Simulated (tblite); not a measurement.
# Run report: C₄H₉ClOSi, geometry relaxation (part 2 of 2)

The same run, continued: C₄H₉ClOSi; GFN2-xTB geometry optimisation, gas phase (tblite 0.8.0). It belongs to a series of runs on one base structure; here: constitutional isomer.

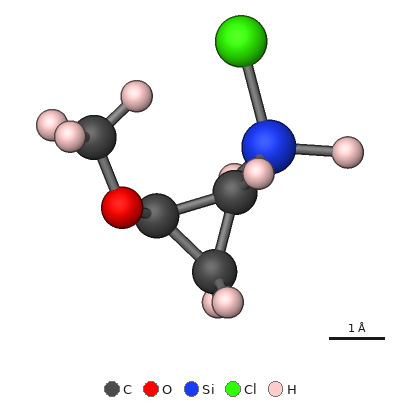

Fig. 1: The geometry at step 41 of the log (ball-and-stick view, seen at a tilt).

### Trajectory as extended XYZ, continued
```
16
Properties=species:S:1:pos:R:3:forces:R:3 step=29 energy=-639.83613
C     2.1857    0.9925   -0.2386    0.0030  -0.0150   0.0050
O     1.7092   -0.3228   -0.4099    0.0000  -0.0020   0.0040
C     0.5835   -0.5903    0.3581   -0.0030   0.0440  -0.0200
C    -0.3089   -1.6974   -0.0748    0.0220  -0.0080   0.0100
C    -0.7841   -0.2700   -0.2073   -0.0130  -0.0330  -0.0040
Si   -2.1516    0.4064    0.8879    0.0080  -0.0110  -0.0070
Cl   -1.8318    2.3728    1.2005    0.0180   0.0240  -0.0120
H     2.5093    1.1588    0.7959   -0.0070   0.0140   0.0100
H     3.0382    1.1009   -0.9058   -0.0130   0.0140  -0.0090
H     1.4167    1.7325   -0.4896    0.0230  -0.0120  -0.0130
H     0.7400   -0.4339    1.4250   -0.0080  -0.0080   0.0250
H    -0.0302   -2.2242   -0.9739   -0.0240   0.0170  -0.0190
H    -0.7452   -2.3242    0.6880   -0.0110   0.0060  -0.0130
H    -0.7580    0.1056   -1.2259    0.0250  -0.0090   0.0300
H    -3.4444    0.2558    0.2261   -0.0190  -0.0100   0.0080
H    -2.1359   -0.2534    2.1912   -0.0010  -0.0100   0.0050
16
Properties=species:S:1:pos:R:3:forces:R:3 step=30 energy=-639.83645
C     2.1819    0.9929   -0.2384    0.0100  -0.0100   0.0040
O     1.7114   -0.3250   -0.4073   -0.0110   0.0100   0.0190
C     0.5849   -0.5938    0.3595   -0.0070   0.0370  -0.0220
C    -0.3093   -1.6984   -0.0760    0.0070  -0.0040  -0.0010
C    -0.7815   -0.2695   -0.2066   -0.0100  -0.0320  -0.0020
Si   -2.1490    0.4081    0.8889    0.0170  -0.0320  -0.0150
Cl   -1.8316    2.3747    1.1966    0.0200   0.0360  -0.0100
H     2.5026    1.1642    0.7963   -0.0150   0.0100   0.0100
H     3.0361    1.1027   -0.9026   -0.0050   0.0140  -0.0190
H     1.4118    1.7305   -0.4946    0.0230  -0.0260  -0.0080
H     0.7402   -0.4408    1.4272   -0.0030  -0.0060   0.0210
H    -0.0338   -2.2237   -0.9771   -0.0170   0.0170  -0.0110
H    -0.7491   -2.3259    0.6848   -0.0010   0.0150  -0.0190
H    -0.7509    0.1082   -1.2247    0.0140  -0.0130   0.0430
H    -3.4417    0.2545    0.2270   -0.0180  -0.0110   0.0130
H    -2.1296   -0.2497    2.1939   -0.0050  -0.0050  -0.0060
16
Properties=species:S:1:pos:R:3:forces:R:3 step=32 energy=-639.83706
C     2.1754    0.9934   -0.2377    0.0200   0.0080   0.0020
O     1.7151   -0.3286   -0.4016   -0.0160   0.0190   0.0290
C     0.5871   -0.5990    0.3621   -0.0090  -0.0110   0.0100
C    -0.3098   -1.7004   -0.0786   -0.0150   0.0070  -0.0190
C    -0.7771   -0.2701   -0.2050   -0.0020  -0.0020   0.0110
Si   -2.1435    0.4100    0.8901    0.0070  -0.0200  -0.0100
Cl   -1.8299    2.3801    1.1886    0.0170   0.0140  -0.0120
H     2.4889    1.1749    0.7976   -0.0190   0.0020   0.0070
H     3.0321    1.1068   -0.8976    0.0130   0.0020  -0.0250
H     1.4036    1.7252   -0.5046    0.0070  -0.0280   0.0000
H     0.7403   -0.4541    1.4319    0.0010   0.0000  -0.0010
H    -0.0415   -2.2219   -0.9839    0.0060   0.0090  -0.0040
H    -0.7565   -2.3283    0.6778    0.0160   0.0150  -0.0130
H    -0.7367    0.1124   -1.2204   -0.0120  -0.0080   0.0240
H    -3.4373    0.2514    0.2297   -0.0050  -0.0110   0.0250
H    -2.1179   -0.2430    2.1985   -0.0090   0.0040  -0.0220
16
Properties=species:S:1:pos:R:3:forces:R:3 step=34 energy=-639.83741
C     2.1730    0.9939   -0.2372    0.0090   0.0060   0.0000
O     1.7167   -0.3299   -0.3969    0.0060  -0.0020   0.0060
C     0.5878   -0.6023    0.3641   -0.0010  -0.0180   0.0210
C    -0.3107   -1.7010   -0.0813   -0.0030   0.0070  -0.0120
C    -0.7748   -0.2704   -0.2034    0.0010   0.0160   0.0100
Si   -2.1400    0.4104    0.8902   -0.0130   0.0230   0.0040
Cl   -1.8281    2.3838    1.1835    0.0130  -0.0190  -0.0180
H     2.4800    1.1809    0.7989   -0.0050   0.0040   0.0040
H     3.0305    1.1093   -0.8961    0.0100  -0.0100  -0.0060
H     1.3991    1.7202   -0.5103   -0.0080  -0.0050  -0.0020
H     0.7405   -0.4613    1.4345   -0.0030  -0.0020   0.0010
H    -0.0451   -2.2203   -0.9881    0.0170   0.0010  -0.0100
H    -0.7596   -2.3288    0.6731    0.0110  -0.0020   0.0010
H    -0.7298    0.1143   -1.2167   -0.0210   0.0080  -0.0100
H    -3.4350    0.2489    0.2328   -0.0030  -0.0090   0.0240
H    -2.1120   -0.2389    2.1997   -0.0080   0.0010  -0.0130
16
Properties=species:S:1:pos:R:3:forces:R:3 step=36 energy=-639.83768
C     2.1711    0.9947   -0.2368   -0.0120  -0.0090   0.0000
O     1.7185   -0.3314   -0.3922    0.0200  -0.0190  -0.0070
C     0.5887   -0.6064    0.3667    0.0080   0.0120  -0.0050
C    -0.3120   -1.7011   -0.0844    0.0100   0.0020   0.0040
C    -0.7726   -0.2693   -0.2015    0.0030   0.0100  -0.0050
Si   -2.1377    0.4123    0.8906   -0.0090   0.0210   0.0050
Cl   -1.8257    2.3859    1.1778    0.0110  -0.0100  -0.0160
H     2.4717    1.1865    0.8002    0.0090   0.0080  -0.0040
H     3.0299    1.1106   -0.8950   -0.0050  -0.0160   0.0180
H     1.3943    1.7154   -0.5153   -0.0070   0.0100  -0.0050
H     0.7405   -0.4680    1.4372   -0.0060  -0.0080   0.0110
H    -0.0468   -2.2188   -0.9924    0.0160   0.0060  -0.0060
H    -0.7614   -2.3294    0.6689    0.0030  -0.0120   0.0010
H    -0.7254    0.1169   -1.2141   -0.0190   0.0170  -0.0120
H    -3.4333    0.2461    0.2372   -0.0150  -0.0070   0.0150
H    -2.1073   -0.2350    2.2000   -0.0080  -0.0040   0.0060
16
Properties=species:S:1:pos:R:3:forces:R:3 step=38 energy=-639.83801
C     2.1687    0.9951   -0.2365   -0.0210  -0.0140   0.0000
O     1.7215   -0.3338   -0.3870    0.0080  -0.0140   0.0050
C     0.5899   -0.6099    0.3695    0.0060   0.0240  -0.0260
C    -0.3126   -1.7009   -0.0876    0.0100   0.0000   0.0120
C    -0.7702   -0.2675   -0.1996    0.0030  -0.0050  -0.0170
Si   -2.1363    0.4154    0.8913    0.0090  -0.0240  -0.0030
Cl   -1.8212    2.3872    1.1694    0.0100   0.0240  -0.0080
H     2.4639    1.1934    0.8011    0.0140   0.0050  -0.0150
H     3.0292    1.1105   -0.8930   -0.0110  -0.0130   0.0290
H     1.3895    1.7113   -0.5212    0.0010   0.0050  -0.0050
H     0.7396   -0.4758    1.4412   -0.0050  -0.0070   0.0010
H    -0.0475   -2.2164   -0.9976    0.0120   0.0160   0.0120
H    -0.7628   -2.3309    0.6643    0.0020  -0.0090  -0.0110
H    -0.7223    0.1208   -1.2119   -0.0110   0.0160   0.0030
H    -3.4335    0.2422    0.2440   -0.0210  -0.0020   0.0050
H    -2.1035   -0.2317    2.2003   -0.0060  -0.0030   0.0190
16
Properties=species:S:1:pos:R:3:forces:R:3 step=39 energy=-639.83821
C     2.1672    0.9950   -0.2363   -0.0160  -0.0100   0.0010
O     1.7235   -0.3353   -0.3840   -0.0050  -0.0030   0.0140
C     0.5905   -0.6110    0.3708   -0.0010   0.0150  -0.0230
C    -0.3124   -1.7006   -0.0891    0.0060   0.0010   0.0090
C    -0.7691   -0.2666   -0.1989    0.0010  -0.0110  -0.0160
Si   -2.1358    0.4167    0.8917    0.0140  -0.0430  -0.0050
Cl   -1.8177    2.3880    1.1641    0.0070   0.0330  -0.0050
H     2.4605    1.1974    0.8012    0.0110   0.0020  -0.0160
H     3.0287    1.1097   -0.8913   -0.0060  -0.0080   0.0240
H     1.3874    1.7094   -0.5244    0.0040  -0.0030  -0.0050
H     0.7387   -0.4802    1.4434   -0.0030  -0.0030  -0.0130
H    -0.0472   -2.2144   -1.0003    0.0110   0.0190   0.0190
H    -0.7632   -2.3321    0.6615    0.0030  -0.0040  -0.0170
H    -0.7216    0.1235   -1.2108   -0.0050   0.0120   0.0080
H    -3.4347    0.2398    0.2485   -0.0160   0.0030   0.0020
H    -2.1022   -0.2304    2.2008   -0.0040   0.0010   0.0220
16
Properties=species:S:1:pos:R:3:forces:R:3 step=41 energy=-639.83853
C     2.1644    0.9944   -0.2359    0.0040   0.0030   0.0030
O     1.7262   -0.3378   -0.3792   -0.0150   0.0110   0.0100
C     0.5912   -0.6120    0.3719   -0.0120  -0.0080   0.0030
C    -0.3118   -1.7000   -0.0910   -0.0010   0.0000  -0.0030
C    -0.7675   -0.2656   -0.1987   -0.0080  -0.0090  -0.0050
Si   -2.1346    0.4168    0.8920    0.0040  -0.0250   0.0050
Cl   -1.8124    2.3905    1.1560   -0.0040   0.0050  -0.0050
H     2.4561    1.2031    0.8006    0.0010  -0.0020  -0.0020
H     3.0278    1.1079   -0.8877    0.0070   0.0000   0.0030
H     1.3843    1.7064   -0.5293    0.0030  -0.0130  -0.0050
H     0.7371   -0.4864    1.4458   -0.0030   0.0100  -0.0200
H    -0.0458   -2.2105   -1.0033    0.0140   0.0080   0.0080
H    -0.7635   -2.3341    0.6567   -0.0010  -0.0010  -0.0130
H    -0.7211    0.1281   -1.2090    0.0050   0.0040   0.0020
H    -3.4374    0.2365    0.2554    0.0040   0.0090   0.0020
H    -2.1008   -0.2283    2.2025    0.0010   0.0090   0.0180
16
Properties=species:S:1:pos:R:3:forces:R:3 step=43 energy=-639.83866
C     2.1628    0.9942   -0.2356    0.0080   0.0020   0.0010
O     1.7269   -0.3388   -0.3766   -0.0030   0.0030  -0.0080
C     0.5912   -0.6133    0.3723   -0.0080  -0.0010   0.0070
C    -0.3119   -1.7000   -0.0921   -0.0020  -0.0040  -0.0080
C    -0.7669   -0.2656   -0.1989   -0.0090  -0.0020   0.0010
Si   -2.1331    0.4159    0.8926   -0.0050   0.0090   0.0120
Cl   -1.8115    2.3922    1.1527   -0.0070  -0.0220  -0.0080
H     2.4530    1.2057    0.8005   -0.0020   0.0000   0.0080
H     3.0275    1.1078   -0.8855    0.0070  -0.0010  -0.0040
H     1.3819    1.7037   -0.5321    0.0010  -0.0050  -0.0040
H     0.7367   -0.4891    1.4458   -0.0050   0.0130   0.0030
H    -0.0447   -2.2089   -1.0043    0.0170  -0.0040  -0.0110
H    -0.7643   -2.3351    0.6537   -0.0060  -0.0060  -0.0030
H    -0.7196    0.1304   -1.2081    0.0050   0.0000  -0.0040
H    -3.4370    0.2358    0.2577    0.0080   0.0080   0.0030
H    -2.0988   -0.2259    2.2048    0.0030   0.0090   0.0140
16
Properties=species:S:1:pos:R:3:forces:R:3 step=45 energy=-639.83885
C     2.1607    0.9942   -0.2349    0.0010  -0.0060  -0.0020
O     1.7278   -0.3403   -0.3725    0.0080  -0.0110  -0.0180
C     0.5905   -0.6159    0.3738    0.0040   0.0160  -0.0030
C    -0.3123   -1.7004   -0.0951    0.0000  -0.0060  -0.0070
C    -0.7665   -0.2658   -0.1989    0.0000   0.0040   0.0020
Si   -2.1310    0.4153    0.8948   -0.0050   0.0210   0.0100
Cl   -1.8100    2.3932    1.1457   -0.0070  -0.0220  -0.0040
H     2.4468    1.2107    0.8011   -0.0050   0.0010   0.0100
H     3.0276    1.1077   -0.8822    0.0010  -0.0040  -0.0030
H     1.3779    1.6986   -0.5378    0.0050   0.0130  -0.0010
H     0.7354   -0.4932    1.4467   -0.0090   0.0110   0.0290
H    -0.0415   -2.2063   -1.0076    0.0120  -0.0110  -0.0200
H    -0.7666   -2.3374    0.6478   -0.0080  -0.0100  -0.0010
H    -0.7161    0.1346   -1.2064   -0.0030  -0.0050  -0.0010
H    -3.4357    0.2350    0.2625    0.0010   0.0020   0.0020
H    -2.0947   -0.2209    2.2099    0.0050   0.0080   0.0080
16
Properties=species:S:1:pos:R:3:forces:R:3 step=47 energy=-639.83903
C     2.1600    0.9939   -0.2345   -0.0040  -0.0060  -0.0040
O     1.7282   -0.3413   -0.3697    0.0020  -0.0080  -0.0040
C     0.5894   -0.6164    0.3751    0.0080   0.0060  -0.0030
C    -0.3122   -1.7008   -0.0981    0.0060  -0.0010  -0.0010
C    -0.7672   -0.2662   -0.1989    0.0080   0.0020   0.0030
Si   -2.1304    0.4148    0.8975    0.0020  -0.0010  -0.0030
Cl   -1.8079    2.3920    1.1385   -0.0030   0.0050   0.0040
H     2.4430    1.2145    0.8018   -0.0090  -0.0050   0.0010
H     3.0284    1.1062   -0.8800   -0.0020  -0.0040   0.0000
H     1.3767    1.6956   -0.5423    0.0100   0.0190   0.0020
H     0.7329   -0.4946    1.4486   -0.0090   0.0060   0.0160
H    -0.0368   -2.2040   -1.0113    0.0000  -0.0050  -0.0050
H    -0.7682   -2.3401    0.6423   -0.0010  -0.0040  -0.0110
H    -0.7148    0.1377   -1.2051   -0.0100  -0.0090   0.0040
H    -3.4362    0.2345    0.2679   -0.0050  -0.0030   0.0000
H    -2.0925   -0.2169    2.2149    0.0080   0.0080   0.0010
16
Properties=species:S:1:pos:R:3:forces:R:3 step=48 energy=-639.83907
C     2.1603    0.9936   -0.2345   -0.0030  -0.0020  -0.0030
O     1.7280   -0.3414   -0.3698   -0.0030  -0.0010   0.0040
C     0.5891   -0.6159    0.3752    0.0040  -0.0030   0.0030
C    -0.3120   -1.7008   -0.0984    0.0070   0.0010   0.0010
C    -0.7675   -0.2663   -0.1989    0.0070  -0.0010   0.0030
Si   -2.1308    0.4146    0.8979    0.0030  -0.0080  -0.0060
Cl   -1.8076    2.3913    1.1376   -0.0020   0.0130   0.0050
H     2.4432    1.2145    0.8019   -0.0090  -0.0070  -0.0030
H     3.0288    1.1055   -0.8799    0.0000  -0.0030   0.0010
H     1.3776    1.6962   -0.5424    0.0100   0.0140   0.0020
H     0.7320   -0.4937    1.4492   -0.0070   0.0040   0.0020
H    -0.0356   -2.2038   -1.0118   -0.0020   0.0000   0.0030
H    -0.7681   -2.3406    0.6415    0.0010  -0.0020  -0.0130
H    -0.7155    0.1377   -1.2051   -0.0090  -0.0070   0.0030
H    -3.4368    0.2346    0.2688   -0.0040  -0.0040   0.0000
H    -2.0928   -0.2165    2.2157    0.0080   0.0080  -0.0010
16
Properties=species:S:1:pos:R:3:forces:R:3 step=50 energy=-639.83915
C     2.1603    0.9931   -0.2348    0.0010   0.0070   0.0010
O     1.7277   -0.3417   -0.3698   -0.0060   0.0110   0.0100
C     0.5890   -0.6154    0.3756   -0.0040  -0.0130   0.0090
C    -0.3111   -1.7010   -0.0990    0.0040   0.0020   0.0030
C    -0.7675   -0.2666   -0.1988   -0.0020  -0.0050   0.0000
Si   -2.1309    0.4139    0.8983    0.0010  -0.0030  -0.0050
Cl   -1.8077    2.3911    1.1367   -0.0030   0.0100   0.0040
H     2.4423    1.2140    0.8020   -0.0050  -0.0080  -0.0040
H     3.0293    1.1043   -0.8797    0.0020  -0.0030   0.0020
H     1.3793    1.6977   -0.5427    0.0070   0.0010  -0.0010
H     0.7303   -0.4921    1.4503    0.0000  -0.0010  -0.0160
H    -0.0337   -2.2035   -1.0126   -0.0030   0.0080   0.0070
H    -0.7683   -2.3418    0.6393    0.0030  -0.0030  -0.0070
H    -0.7169    0.1372   -1.2049   -0.0050  -0.0020  -0.0020
H    -3.4377    0.2346    0.2700    0.0010  -0.0060   0.0020
H    -2.0921   -0.2149    2.2172    0.0080   0.0070  -0.0030
16
Properties=species:S:1:pos:R:3:forces:R:3 step=52 energy=-639.83922
C     2.1589    0.9930   -0.2348    0.0020   0.0050   0.0040
O     1.7282   -0.3426   -0.3677   -0.0010   0.0080   0.0000
C     0.5893   -0.6171    0.3767   -0.0050   0.0000  -0.0010
C    -0.3106   -1.7013   -0.1005   -0.0040  -0.0020   0.0020
C    -0.7665   -0.2668   -0.1984   -0.0070  -0.0040  -0.0030
Si   -2.1295    0.4140    0.8988   -0.0010   0.0100  -0.0010
Cl   -1.8079    2.3927    1.1342   -0.0030   0.0000   0.0010
H     2.4376    1.2153    0.8023    0.0020  -0.0010   0.0030
H     3.0293    1.1039   -0.8779    0.0020  -0.0040   0.0040
H     1.3783    1.6968   -0.5454    0.0030  -0.0020  -0.0040
H     0.7290   -0.4938    1.4512    0.0040  -0.0050  -0.0060
H    -0.0326   -2.2024   -1.0144    0.0010   0.0060  -0.0010
H    -0.7695   -2.3436    0.6351    0.0010  -0.0070   0.0060
H    -0.7162    0.1381   -1.2039   -0.0010  -0.0010  -0.0040
H    -3.4369    0.2334    0.2722    0.0020  -0.0070   0.0030
H    -2.0884   -0.2109    2.2194    0.0070   0.0040  -0.0030
```

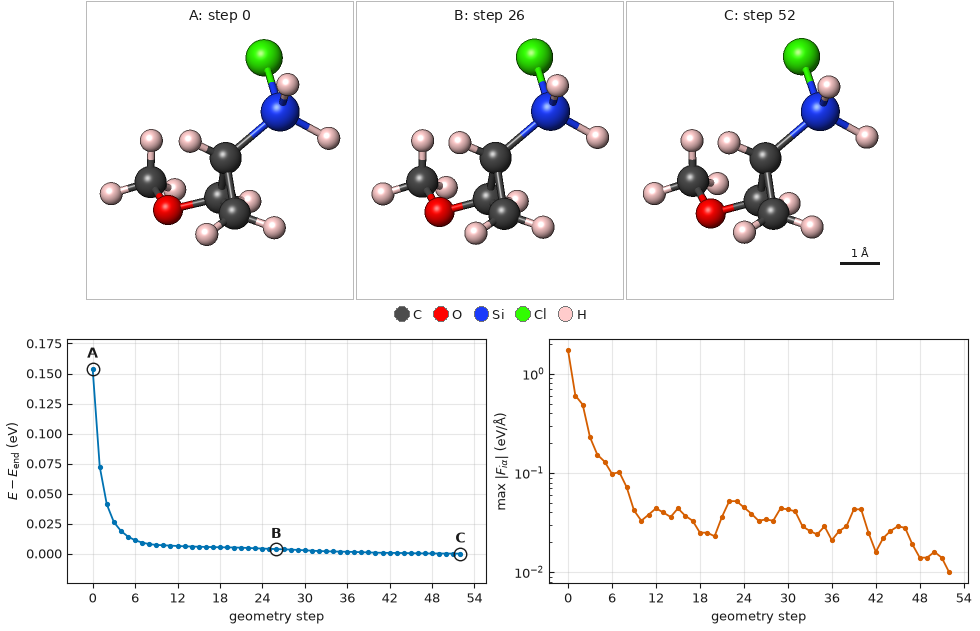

Fig. 2: Frames of the relaxation (ball-and-stick view, seen at a tilt) above the curves, on which the letters mark them (steps are counted from 0).

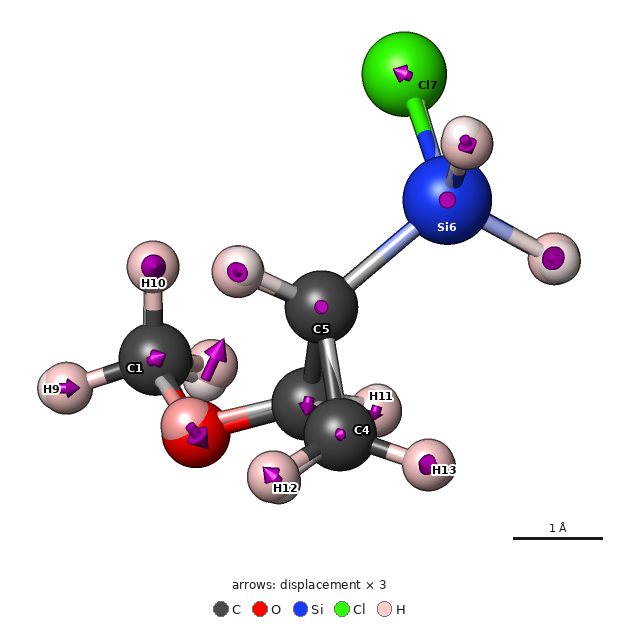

Fig. 3: Start (faint) and end (solid) with the displacements as pink arrows, magnified 3 times (ball-and-stick view, seen at a tilt). The two geometries are laid on each other by the best rigid fit. H8 moves most after the best rigid fit: 0.18 Å. Largest moves by element: H 0.18 Å, O 0.13 Å, C 0.08 Å, Cl 0.08 Å, Si 0.07 Å. Distances before and after: O2–C3 1.439 → 1.388 Å, Si6–H16 1.497 → 1.462 Å, Si6–Cl7 2.052 → 2.018 Å, C4–H13 1.103 → 1.079 Å. Among the angles that change: O2–C3–H11 118.7° → 113.6°, O2–C3–C5 115.0° → 119.0°, O2–C3–C4 114.3° → 117.9°. Over 52 geometry steps the energy falls by 0.154 eV. Largest force component: 1.7 eV/Å at the start, 0.01 eV/Å at the end. (Atoms are counted from 1 in the order of the input.)

This output came from the following input.

### Input file
```
{"job": {"kind": "relax", "xc": "GFN2-xTB", "basis": "xTB"}, "charge": 0, "multiplicity": 1}
C      2.238500     1.006900    -0.257100
O      1.676300    -0.282000    -0.468100
C      0.555600    -0.551400     0.393800
C     -0.315800    -1.691600    -0.062200
C     -0.801400    -0.288000    -0.220200
Si    -2.165000     0.375200     0.859800
Cl    -1.807300     2.366000     1.208300
H      2.586400     1.120800     0.779100
H      3.084700     1.132000    -0.931000
H      1.479500     1.776500    -0.476700
H      0.686500    -0.448700     1.461800
H     -0.009200    -2.247500    -0.938000
H     -0.739600    -2.333600     0.728200
H     -0.812800     0.115900    -1.235600
H     -3.490200     0.265100     0.211700
H     -2.173800    -0.306500     2.193000
```

The first line tells a small driver script what to run in tblite; the rest is the geometry in Å.

Command:
```bash
OMP_NUM_THREADS=1 python <driver script> task.json out
```

### Summary

```csv
quantity,value
outcome,converged
total energy,−639.8392 eV
hardware,"1 CPU thread, shared host"
peak memory,0.18 GiB
```
